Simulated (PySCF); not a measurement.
# C₇H₉BO₂: NMR shifts

What NMR shifts should C₇H₉BO₂ (`CB(C)c1ccc(=O)oc1`) show?

Computed with PySCF 2.14.0, with density-fitted response routines of our own, on a single molecule in the gas phase. Atoms are numbered from 0 throughout.

### 1 The molecule as given

19 atoms, charge 0, multiplicity 1; geometry from: GFN2-xTB.

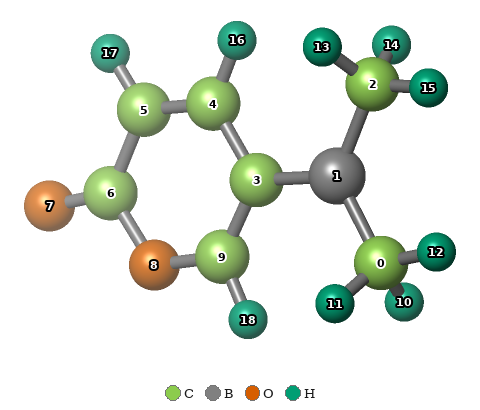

As it starts; carbon green, boron grey, oxygen orange, hydrogen teal, atoms numbered; sticks join atoms by distance.

### 2 Shielding tensors: PBE0/pcSseg-1

What the job is given:

```
{"job": {"kind": "nmr", "xc": "PBE0", "basis": "pcSseg-1"}, "charge": 0, "multiplicity": 1}
C     -1.864832    -1.704376    -0.075156
B     -1.206582    -0.316162     0.281569
C     -2.021775     0.804150     1.032347
C      0.279411    -0.034208    -0.111679
C      0.946467     1.206410     0.179804
C      2.232225     1.412544    -0.175211
C      2.996623     0.397653    -0.863479
O      4.142861     0.476852    -1.223739
O      2.313954    -0.781461    -1.123921
C      1.050071    -0.950724    -0.761138
H     -1.318295    -2.529972     0.378512
H     -1.846519    -1.885856    -1.148892
H     -2.899211    -1.786279     0.248116
H     -2.067744     1.717441     0.439582
H     -1.537919     1.079385     1.969159
H     -3.043453     0.518475     1.267144
H      0.396708     1.980514     0.693389
H      2.753580     2.333380     0.032443
H      0.684628    -1.928513    -1.046313
```

Level: GIAO PBE0/pcSseg-1 NMR shielding, non-relativistic, gas phase.

Predict these results of the whole session: ¹³C shifts against TMS (PBE0/pcSseg-1, means over atoms taken as alike); ¹H shifts against TMS (PBE0/pcSseg-1, means over atoms taken as alike); ¹¹B shifts against BF3·OEt2 (PBE0/pcSseg-1); ¹⁷O shifts against H2O (PBE0/pcSseg-1).

The runs gave:

| quantity | value |
| --- | --- |
| ¹³C shifts against TMS (PBE0/pcSseg-1, means over atoms taken as alike) | 173.1, 163.3, 153.5, 122.7, 121.4, 11.2 ppm |
| ¹H shifts against TMS (PBE0/pcSseg-1, means over atoms taken as alike) | 8.33, 7.84, 6.42, 1.14 ppm |
| ¹¹B shifts against BF3·OEt2 (PBE0/pcSseg-1) | 74.9 ppm |
| ¹⁷O shifts against H2O (PBE0/pcSseg-1) | 433.9, 318.4 ppm |

**Reading.** At PBE0/pcSseg-1: The largest span, 638 ppm, is at O7, where the paramagnetic term is -493 ppm.
